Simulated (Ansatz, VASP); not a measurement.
# Bi (Bismuth) in two plane-wave programs

Aim: how closely do two programs agree when they are given the same cell, functional and k mesh? The cell comes out of the VASP series on this material, whose earlier steps may have relaxed, scaled or displaced it; both programs get it as it stands.

Method: plane waves, with VASP 6.6.1 beside it; zone-centre phonons at PBEsol, in Ansatz 0.2.0.

**1. Starting point**

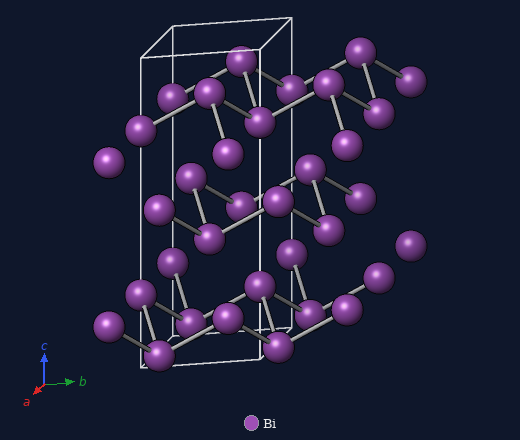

The cell as given, slightly off an axis (bismuth purple). 2×2×1 cells are drawn. This picture shows the conventional cell, with its axes. Bonds to atoms that aren't drawn are left out. Some periodic images of atoms are drawn too.

Structure file:

```cif
data_structure
_symmetry_space_group_name_H-M 'P 1'
_symmetry_Int_Tables_number 1
_cell_length_a 4.7108
_cell_length_b 4.7108
_cell_length_c 4.7108
_cell_angle_alpha 57.252
_cell_angle_beta 57.252
_cell_angle_gamma 57.252
_cell_volume 69.25
loop_
_atom_site_label
_atom_site_type_symbol
_atom_site_fract_x
_atom_site_fract_y
_atom_site_fract_z
_atom_site_occupancy
Bi1 Bi 0.23496 0.23496 0.23496 1
Bi2 Bi 0.76504 0.76504 0.76504 1
```

**2. VASP: zone-centre phonons, PBEsol**

Second derivatives magnify differences that forces hide, and they need a tight electronic threshold.

Lines of VASP's logs that name or quote its potential files are left out, and so is its time.

Input file INCAR:

```
SYSTEM = Bi
PREC = Accurate
ENCUT = 400
EDIFF = 1E-08
NELM = 100
ISMEAR = 1
SIGMA = 0.2
LREAL = .FALSE.
ALGO = Normal
GGA = PS
NBANDS = 21
LORBIT = 11
LWAVE = .FALSE.
LCHARG = .FALSE.
KPAR = 2
IBRION = 8
ISIF = 2
```

Input file POSCAR:

```
Bi
1.0
    2.2569148546      1.3030303989      3.9243476710
   -2.2569148546      1.3030303989      3.9243476710
    0.0000000000     -2.6060607977      3.9243476710
Bi
2
Direct
    0.2349557539      0.2349557539      0.2349557539
    0.7650442461      0.7650442461      0.7650442461
```

Input file KPOINTS:

```
Automatic mesh
0
Gamma
10 10 10
0 0 0
```

Potentials, in the order of the species: Bi_d (PBE family, release 64).

The run is started by

```sh
mpirun -np 2 vasp_std
```

Numbers of over 12 decimals in the logs are rounded to 6 here.

Log:

```text
[banner, memory and clock lines left out]
running    2 mpi-ranks, on    1 nodes
 distrk:  each k-point on    1 cores,    2 groups
 distr:  one band on    1 cores,    1 groups

 POSCAR found type information on POSCAR Bi
 POSCAR found :  1 types and       2 ions
|                                                                             |
|               ----> ADVICE to this user running VASP <----                  |
|                                                                             |
|     You enforced a specific xc type in the INCAR file but a different       |
|     [... a line on the potential file left out ...]
|     I HOPE YOU KNOW WHAT YOU ARE DOING!                                     |
|                                                                             |

 LDA part: xc-table for (Slater+PW92), standard interpolation
 POSCAR, INCAR and KPOINTS ok, starting setup
 FFT: planning ... GRIDC
 FFT: planning ... GRID_SOFT
 FFT: planning ... GRID
 WAVECAR not read
 entering main loop
       N       E                     dE             d eps       ncg     rms          rms(c)
DAV:   1     0.280327652120E+03    0.28033E+03   -0.14400E+04  4885   0.147E+03
DAV:   2     0.143729904579E+02   -0.26595E+03   -0.26028E+03  5017   0.403E+02
DAV:   3    -0.787206539749E+01   -0.22245E+02   -0.22015E+02  5788   0.138E+02
DAV:   4    -0.859521830171E+01   -0.72315E+00   -0.72272E+00  5965   0.278E+01
DAV:   5    -0.862254480879E+01   -0.27327E-01   -0.27326E-01  6860   0.467E+00    0.108E+00
DAV:   6    -0.861040514266E+01    0.12140E-01   -0.19514E-02  6419   0.164E+00    0.629E-01
DAV:   7    -0.860552225247E+01    0.48829E-02   -0.12922E-02  6085   0.135E+00    0.117E-01
DAV:   8    -0.860550796035E+01    0.14292E-04   -0.13875E-03  5532   0.444E-01    0.209E-02
DAV:   9    -0.860551936573E+01   -0.11405E-04   -0.57270E-05  7547   0.598E-02    0.945E-03
DAV:  10    -0.860551831973E+01    0.10460E-05   -0.44516E-06  5628   0.214E-02    0.163E-03
DAV:  11    -0.860551841826E+01   -0.98530E-07   -0.30373E-07  6149   0.471E-03    0.852E-04
DAV:  12    -0.860551834108E+01    0.77181E-07   -0.48471E-08  4751   0.176E-03    0.191E-04
DAV:  13    -0.860551835564E+01   -0.14568E-07   -0.54310E-09  3551   0.710E-04    0.826E-05
DAV:  14    -0.860551836573E+01   -0.10087E-07   -0.15482E-09  3111   0.445E-04    0.356E-05
DAV:  15    -0.860551836831E+01   -0.25761E-08   -0.57059E-10  2911   0.308E-04
   1 F= -.86055184E+01 E0= -.86059952E+01  d E =0.143050E-02
 Linear response reoptimize wavefunctions to high precision
DAV:   1    -0.860551836785E+01    0.45293E-09   -0.22691E-10  2996   0.193E-04
DAV:   2    -0.860551836786E+01   -0.63665E-11   -0.10868E-10  2831   0.117E-04
 Linear response DOF=           2
 Linear response progress:
  Degree of freedom:   1/  2
       N       E                     dE             d eps       ncg     rms          rms(c)
RMM:   1    -0.328497601561E+00   -0.32850E+00    0.22164E-01 28092   0.838E+00
RMM:   2    -0.337155310519E+00   -0.86577E-02   -0.20304E-02 36229   0.118E+00    0.417E-02
RMM:   3    -0.337355705789E+00   -0.20040E-03   -0.16600E-03 38767   0.324E-01    0.240E-02
RMM:   4    -0.337231834831E+00    0.12387E-03   -0.12843E-04 40084   0.990E-02    0.568E-03
RMM:   5    -0.337234315688E+00   -0.24809E-05   -0.15959E-05 36723   0.311E-02    0.233E-03
RMM:   6    -0.337240254112E+00   -0.59384E-05   -0.46572E-06 39303   0.144E-02    0.975E-04
RMM:   7    -0.337239947756E+00    0.30636E-06   -0.10562E-06 39554   0.443E-03    0.331E-04
RMM:   8    -0.337235691544E+00    0.42562E-05    0.15154E-06 40178   0.159E-03    0.990E-05
RMM:   9    -0.337234134578E+00    0.15570E-05    0.66883E-07 40136   0.685E-04    0.263E-05
RMM:  10    -0.337233962448E+00    0.17213E-06    0.20260E-07 41736   0.322E-04    0.138E-05
RMM:  11    -0.337233937760E+00    0.24689E-07    0.31599E-07 42048   0.177E-04    0.942E-06
RMM:  12    -0.337233639194E+00    0.29857E-06    0.22562E-07 39576   0.113E-04    0.238E-06
RMM:  13    -0.337233706287E+00   -0.67093E-07    0.55394E-08 39746   0.735E-05    0.242E-06
RMM:  14    -0.337233650339E+00    0.55948E-07    0.47094E-08 40100   0.573E-05    0.912E-07
RMM:  15    -0.337233619072E+00    0.31267E-07    0.25923E-08 41571   0.504E-05    0.133E-07
RMM:  16    -0.337233625624E+00   -0.65518E-08    0.14726E-08 33653   0.465E-05    0.283E-07
 first order change of Fermi-energy  -0.18354E-04
 force on displaced ion       1 direction 1 :  -2.180  -0.000   0.000
 Linear response progress:
  Degree of freedom:   2/  2
       N       E                     dE             d eps       ncg     rms          rms(c)
RMM:   1    -0.329681950870E+00   -0.32968E+00    0.25055E-01  6466   0.848E+00
RMM:   2    -0.338215099404E+00   -0.85331E-02   -0.19388E-02  8339   0.117E+00    0.389E-02
RMM:   3    -0.338307317650E+00   -0.92218E-04   -0.15543E-03  8953   0.315E-01    0.218E-02
RMM:   4    -0.338106638658E+00    0.20068E-03   -0.12805E-04  9085   0.101E-01    0.571E-03
RMM:   5    -0.338117904511E+00   -0.11266E-04   -0.15387E-05  9202   0.296E-02    0.333E-03
RMM:   6    -0.338130163459E+00   -0.12259E-04   -0.26759E-06  8459   0.137E-02    0.800E-04
RMM:   7    -0.338131105161E+00   -0.94170E-06   -0.33167E-07  9102   0.444E-03    0.554E-04
RMM:   8    -0.338129538252E+00    0.15669E-05   -0.27348E-08  7878   0.166E-03    0.903E-05
RMM:   9    -0.338129047872E+00    0.49038E-06    0.19121E-08  9538   0.758E-04    0.450E-05
RMM:  10    -0.338128879862E+00    0.16801E-06    0.52499E-08  9165   0.283E-04    0.276E-05
RMM:  11    -0.338128758900E+00    0.12096E-06   -0.24144E-09  8841   0.163E-04    0.653E-06
RMM:  12    -0.338128809829E+00   -0.50929E-07   -0.51513E-09  9628   0.102E-04    0.248E-06
RMM:  13    -0.338128813214E+00   -0.33847E-08   -0.13088E-08  9618   0.694E-05    0.870E-07
 first order change of Fermi-energy   0.13057E+00
 force on displaced ion       1 direction 3 :   0.000  -0.000  -4.241
 Linear response finished
```

Parts of OUTCAR (step 2):

```text
ion  position               nearest neighbor table
   1  0.235  0.235  0.235-   2 3.06   2 3.06   2 3.06   2 3.49   2 3.49   2 3.49
   2  0.765  0.765  0.765-   1 3.06   1 3.06   1 3.06   1 3.49   1 3.49   1 3.49

  LATTYP: Found a trigonal (rhomboedric) cell.
 ALAT       =     4.7108446721
 COS(alpha) =     0.5409470568

 Subroutine GETGRP returns: Found 12 space group operations
 (whereof 12 operations were pure point group operations)

The static configuration has the point symmetry D_3d.

 Found    116 irreducible k-points:

   k-points           NKPTS =    116   k-points in BZ     NKDIM =    116   number of bands    NBANDS=     21

   dimension x,y,z NGX =    32 NGY =   32 NGZ =   32
   dimension x,y,z NGXF=    64 NGYF=   64 NGZF=   64

   ENCUT  =  400.0 eV  29.40 Ry    5.42 a.u.   7.68  7.68  7.68*2*pi/ulx,y,z

   NELECT =      30.0000    total number of electrons

 k-points in reciprocal lattice and weights: Automatic mesh
   0.00000000  0.00000000  0.00000000       0.001
   0.10000000  0.00000000 -0.00000000       0.006
   0.20000000  0.00000000 -0.00000000       0.006
   0.30000000  0.00000000 -0.00000000       0.006
   0.40000000  0.00000000  0.00000000       0.006
   0.50000000  0.00000000  0.00000000       0.003
   0.10000000  0.10000000 -0.00000000       0.006
   0.20000000  0.10000000 -0.00000000       0.012
   0.30000000  0.10000000  0.00000000       0.012
[...]
-0.40000000  0.50000000  0.40000000       0.006
   0.50000000  0.50000000  0.50000000       0.001

 average (electrostatic) potential at core
       1-104.1866       2-104.1866

  Total        0.0534611      0.0534611     -0.0339338      0.0000000     -0.0000000      0.0000000
  in kB        1.2369714      1.2369714     -0.7851525      0.0000000     -0.0000000      0.0000000
  external PRESSURE =       0.5629301 kB  Pullay stress =       0.0000000 kB

  energy-cutoff  :      400.00
  volume of cell :       69.25
      direct lattice vectors                 reciprocal lattice vectors
     2.256914855  1.303030399  3.924347671     0.221541366  0.127906967  0.084939807
    -2.256914855  1.303030399  3.924347671    -0.221541366  0.127906967  0.084939807
     0.000000000 -2.606060798  3.924347671     0.000000000 -0.255813935  0.084939807

 POSITION                                       TOTAL-FORCE (eV/Angst)
 -----------------------------------------------------------------------------------
      0.00000      0.00000      2.76614         0.000000      0.000000      0.112950
      0.00000      0.00000      9.00690         0.000000     -0.000000     -0.112950
 -----------------------------------------------------------------------------------
    total drift:                                0.000000      0.000000     -0.000000

 Eigenvectors and eigenvalues of the dynamical matrix
 ----------------------------------------------------

   1 f  =    3.149655 THz    19.789866 2PiTHz  105.061180 cm-1    13.025920 meV
             X         Y         Z           dx          dy          dz
      0.000000  0.000000  2.766144    -0.000000    0.000000    0.707107
      0.000000  0.000000  9.006899     0.000000   -0.000000   -0.707107

   2 f  =    2.257832 THz    14.186379 2PiTHz   75.313181 cm-1     9.337640 meV
             X         Y         Z           dx          dy          dz
      0.000000  0.000000  2.766144    -0.000000    0.707107   -0.000000
      0.000000  0.000000  9.006899     0.000000   -0.707107    0.000000

   3 f  =    2.257832 THz    14.186379 2PiTHz   75.313181 cm-1     9.337640 meV
             X         Y         Z           dx          dy          dz
      0.000000  0.000000  2.766144    -0.707107   -0.000000   -0.000000
      0.000000  0.000000  9.006899     0.707107    0.000000   -0.000000

   4 f  =    0.000000 THz     0.000000 2PiTHz    0.000001 cm-1     0.000000 meV
             X         Y         Z           dx          dy          dz
      0.000000  0.000000  2.766144     0.683170    0.178342   -0.038372
      0.000000  0.000000  9.006899     0.683170    0.178342   -0.038372

   5 f  =    0.000000 THz     0.000000 2PiTHz    0.000001 cm-1     0.000000 meV
             X         Y         Z           dx          dy          dz
      0.000000  0.000000  2.766144     0.179845   -0.633521    0.257501
      0.000000  0.000000  9.006899     0.179845   -0.633521    0.257501

   6 f/i=    0.000000 THz     0.000000 2PiTHz    0.000001 cm-1     0.000000 meV
             X         Y         Z           dx          dy          dz
      0.000000  0.000000  2.766144     0.030566   -0.258544   -0.657435
      0.000000  0.000000  9.006899     0.030566   -0.258544   -0.657435

 ELASTIC MODULI CONTR FROM IONIC RELAXATION (kBar)
 Direction    XX          YY          ZZ          XY          YZ          ZX
 --------------------------------------------------------------------------------
 XX        -182.3336     30.2929   -120.6748      0.0000    195.5231     -0.0000
 YY          30.2929   -182.3336   -120.6748     -0.0000   -195.5231      0.0000
 ZZ        -120.6748   -120.6748   -191.5594      0.0000     -0.0000     -0.0000
 XY           0.0000     -0.0000      0.0000   -106.3132     -0.0000    193.4717
 YZ         195.5231   -195.5231     -0.0000     -0.0000   -359.5908      0.0000
 ZX          -0.0000      0.0000     -0.0000    193.4717      0.0000   -352.0852
 --------------------------------------------------------------------------------
```

**3. Ansatz: zone-centre phonons, PBEsol**

Ansatz runs on its default PAW (the set named soft_2) files.

The same cell, functional, mesh and smearing now go to Ansatz, which takes its cutoff from its data sets.

Input file input.yaml:

```yaml
crystal:
  lattice:
    - [2.2569148546, 1.3030303989, 3.924347671]
    - [-2.2569148546, 1.3030303989, 3.924347671]
    - [0.0, -2.6060607977, 3.924347671]
  atoms:
    - { symbol: Bi, position: [0.2349557539, 0.2349557539, 0.2349557539] }
    - { symbol: Bi, position: [0.7650442461, 0.7650442461, 0.7650442461] }
hamiltonian:
  xc: pbesol
  pseudopotentials: { kind: paw }
kpoints:
  mp_grid: { grid: [10, 10, 10] }
scf:
  occupations: { method: methfessel_paxton, width: 0.2 }
phonons:
  method: dfpt
  qpoints: [[0, 0, 0]]
```

The run is started by

```sh
ansatz run input.yaml --threads 4 --pin off --max-ram 9216MiB --backend cpu --events-out ev --progress --plain --runs-dir out
```

Log:

```text
Engine: ansatz 0.2.0, aarch64-unknown-linux-gnu
Pseudopotentials: kind: paw
Pseudopotential: Bi, paw, valence charge 15, recommended cutoff 420 eV (normal), Bi.paw.azcp
Functional definition: PBEsol
  exchange = pbesol_x
  correlation = pbesol_c
Crystal: 2 atoms, lattice volume = 69.245 Å³
Basis set: ecut = 420 eV, 1333 PW (Γ), exchange–correlation on 64×64×64 points (8 copies of the dense FFT grid, shifted against one another)
Bands: 19, of which v1, the nominal top of the filled ones, is band 15 counted from 1 (14 counted from 0)
Symmetry: 12 space group operations
k-points: 282 of 1000 (irreducible under 2 space group operations, time reversal used)
Non-local potential: Bi, projectors of the file, l = 0: 2, l = 1: 2, l = 2: 2, l = 3: 2
PAW form: soft (Blöchl's): semilocal exchange-correlation on the pseudo side does not see the compensation charge
PAW frozen core: Bi, regenerated for the run's functional, and the local potential with it (the file was generated under x = pbe(κ = 0.804, μ = 0.219515), c = pbe(β = 0.066725))
PAW one-centre angular grid: Bi, 590 points (default); XC on 64 Gauss nodes
Initial density: superposition of atomic densities (neutral atoms: chi_scale 0, normalization atom), corrected by the library's trained network
Initial wavefunctions: pseudopotential atomic-orbital guess
Functional: x = pbesol(κ = 0.804, μ = 0.123457), c = pbesol(β = 0.046)
SCF iter   1: F=—  HF=-24484.004722 eV  |F-HF|=—  |Δ(HF+E_count)|=         —  Δρ=1.76e-3  dr2=2.50e-3  ethr=1.77e-3  ⟨swp⟩=5.4  Hψ=23201  notcnv=0
preconditioner: auto → Kerker (q_TF=auto, 2.373 Å⁻¹)  [metal: Δε(μ)=0.096 eV  Ē_g=20.297 eV  σ=0.200 eV  W_gap=0.37  n_scr=14 (ndim 8)  ℏωp=24.4 eV  f_vac=0.002  D(μ)=0.23/eV (n_scr^D=0)]
SCF iter   2: F=—  HF=-24484.003962 eV  |F-HF|=—  |Δ(HF+E_count)|=   7.60e-4  S|Δr|=    0.00e0  Δρ=1.06e-3  dr2=1.01e-3  ethr=8.35e-6  ⟨swp⟩=3.1  Hψ=12939  notcnv=0
SCF iter   3: F=—  HF=-24484.003734 eV  |F-HF|=—  |Δ(HF+E_count)|=   2.28e-4  S|Δr|=    0.00e0  Δρ=3.30e-4  dr2=7.55e-5  ethr=3.36e-6  ⟨swp⟩=2.0  Hψ=9591  notcnv=0
SCF iter   4: F=—  HF=-24484.003721 eV  |F-HF|=—  |Δ(HF+E_count)|=   1.30e-5  S|Δr|=    0.00e0  Δρ=1.34e-4  dr2=2.72e-5  ethr=2.52e-7  ⟨swp⟩=2.0  Hψ=9567  notcnv=0
SCF iter   5: F=—  HF=-24484.003722 eV  |F-HF|=—  |Δ(HF+E_count)|=   8.34e-7  S|Δr|=    0.00e0  Δρ=6.53e-5  dr2=5.66e-6  ethr=9.07e-8  ⟨swp⟩=1.0  Hψ=5406  notcnv=0
SCF iter   6: F=—  HF=-24484.003708 eV  |F-HF|=—  |Δ(HF+E_count)|=   1.43e-5  S|Δr|=    0.00e0  Δρ=1.92e-5  dr2=3.94e-7  ethr=1.89e-8  ⟨swp⟩=2.8  Hψ=8791  notcnv=0
SCF iter   7: F=—  HF=-24484.003714 eV  |F-HF|=—  |Δ(HF+E_count)|=   6.32e-6  S|Δr|=    0.00e0  Δρ=4.94e-6  dr2=2.34e-8  ethr=1.31e-9  ⟨swp⟩=2.9  Hψ=9665  notcnv=0
SCF iter   8: F=—  HF=-24484.003714 eV  |F-HF|=—  |Δ(HF+E_count)|=   7.90e-9  S|Δr|=    0.00e0  Δρ=9.29e-7  dr2=9.67e-10  ethr=7.81e-11  ⟨swp⟩=2.0  Hψ=9590  notcnv=0
SCF iter   9: F=—  HF=-24484.003714 eV  |F-HF|=—  |Δ(HF+E_count)|=  2.07e-10  S|Δr|=    0.00e0  Δρ=1.84e-7  dr2=5.47e-11  ethr=3.22e-12  ⟨swp⟩=2.0  Hψ=9593  notcnv=0
SCF iter  10: F=-24484.003714 eV  HF=-24484.003714 eV  |F-HF|=3.64e-12  |Δ(HF+E_count)|=  1.46e-11  S|Δr|=    0.00e0  Δρ=7.60e-8  dr2=7.44e-12  ethr=1.00e-12  ⟨swp⟩=6.0  Hψ=24824  notcnv=0
SCF 1 converged in 10 iterations: F = -24484.003714 eV  dr2 = 7.44e-12
  greatest PAW one-centre occupation: 0.987 electrons in one spin orbital (limit 2), on the Bi atom at site 1 (counted from 0), in its partial waves of l = 2
DFPT response loops at Γ: preconditioner auto → Kerker (q_TF=auto, 2.373 Å⁻¹) (partly filled bands, converged f_vac=0.001); β = 1.00, the filter's whole step (`scf.mixing.beta` (0.50) is not read by the response loops under this deck's `scf.mixing.preconditioner`; to damp them name `kerker` or `kerker_dos`, under which they read `scf.mixing.beta`, and type it under 1.00, their step now; both keys bind the ground state too); Broyden in place of MSR1
SCF converged after 10 iterations
Stability not checked: this state was not tested for a lower state beside it, because cold or Methfessel-Paxton smearing, or corrected tetrahedra, fill the levels in a way that the test cannot read (fill_not_monotonic; see scf.lower_state_search)
Free energy (F): -24484.003714 eV
Harris-Foulkes:  -24484.003714 eV  (|F-HF|=3.64e-12)
Internal energy: -24484.005094 eV  (E = F + TS)
E sigma→0 (E₀):  -24484.004059 eV
Entropy (-TS):   0.001380 eV (0.690 meV/atom)
Fermi energy:    9.754183 eV
--- Per-component energies (eV) ---
  E_band       = -215.029629
  E_kinetic    = 605.754574
  E_local      = -3091.176825  (includes V_loc(G=0)·N_el)
  E_nonlocal   = 1122.958776
  E_hartree    = 1005.058361
  E_xc         = -300.297515
  E_vxc        = -288.036529  (∫ρ·V_xc dr)
  E_paw        = -21019.220713  (= ΣΔE_a)
  E_vpaw       = -574.645366  (= ΣTr[D̂ρ^β])
  E_aug_tail   = -0.000931  (compensation charges beyond the density's cutoff)
  E_ewald      = -2807.260326
  E_core_change = 0.179504  (= ΣΔE_core)
  E_smearing   = 0.001380  (= −TS)
  E_closure    = 0.000000  (closes the sum)
  Σ components = -24484.003714   (vs F -24484.003714, Δ=0.00e0)
--- Band table (eV; the first three rows and the last of 282) ---
  k-point 0: bands = [... 11 lower, 2.3937, 8.2503, 8.5763, 8.5763, 12.3858, 12.8005, 12.8005, 15.3480]
  k-point 1: bands = [... 11 lower, 2.1641, 8.3006, 8.5705, 8.5777, 12.1936, 12.3556, 12.5549, 14.9295]
  k-point 2: bands = [... 11 lower, 1.5534, 8.3644, 8.5659, 8.6575, 11.3529, 11.8334, 11.9815, 14.7919]
  k-point 281: bands = [... 11 lower, -0.2246, 8.9041, 9.2227, 9.2227, 10.4358, 10.4358, 10.5020, 16.8311]
--- Phonons (Γ-DFPT): 2 representative perturbations + reference, on 282 of 1000 k-points (Σ response iterations 5) ---
  k mesh reduced under 2 symmetry operations, with k and −k counted as one. Each operation leaves every solved perturbation unchanged. A smaller set is not used because it would not reduce the number of displacements times k-points to solve
  ASR residual: 3.215e-5 → 0.000e0 eV/Å²; symmetrization residual: 2.713e-5 eV/Å²
  ASR residual per site (eV/Å²): 3.21e-5 3.21e-5
  Γ frequencies (cm⁻¹): 0.00 0.00 0.00 75.35 75.35 104.99
  non-analytic LO–TO correction: not included (Born effective charges unavailable; polar crystals: no LO–TO splitting at Γ)
--- Phonons (arbitrary-q DFPT): 1 explicit q-point ---
  q = [0, 0, 0] (of the zone-centre solve; hermiticity 6.41e-6, symmetrization 3.36e-6): -0.00 -0.00 -0.00 75.35 75.35 104.99
  sum rule: each row above includes the acoustic sum rule's correction from the zone centre's row sums; it moved no ω² by more than (0.20 cm⁻¹)²
```

It took 26 s on 4 threads of Arm Neoverse V2, shared host; peak memory 1.4 GiB; 96 s of CPU time.

**4. Comparison**

Known differences besides the PAW data sets themselves: the cutoff is 420 eV in Ansatz and 400 eV in VASP; Ansatz makes its cores anew for this functional, VASP keeps those of its PBE data sets; VASP leaves aspherical gradient terms in its spheres out (LASPH is not set), Ansatz keeps them. Total energies have different zeros and are not compared.

Both answers:

| quantity | Ansatz | VASP | difference |
| --- | --- | --- | --- |
| mode 4 to 5 (cm⁻¹) | 75.3 | 75.3 | +0.05 % |
| mode 6 (cm⁻¹) | 105.0 | 105.1 | -0.07 % |

**5. What came out**

```json
{
 "difference in mode 6 (zone-centre phonons, PBEsol)": "-0.068 %"
}
```

**Reading.** The difference in mode 6 is -0.068 % (zone-centre phonons, PBEsol), within the 3 % picked in this series as the mark of a large difference. Differences of this kind measure data sets and numerical settings, not the functional's error against experiment.

[Lines on the potential files, build, host, timing and source positions are cut from VASP's logs without a mark.]

[Logs are printed without paths, hosts, clocks, repeated set-up lines and the standing remarks that a program may print on its own settings, such as how far it seeks lower states.]

[Hosts, paths, dates, database ids (printed as entryN), source tags and the programs' standing remarks are cut or masked in the printed files.]
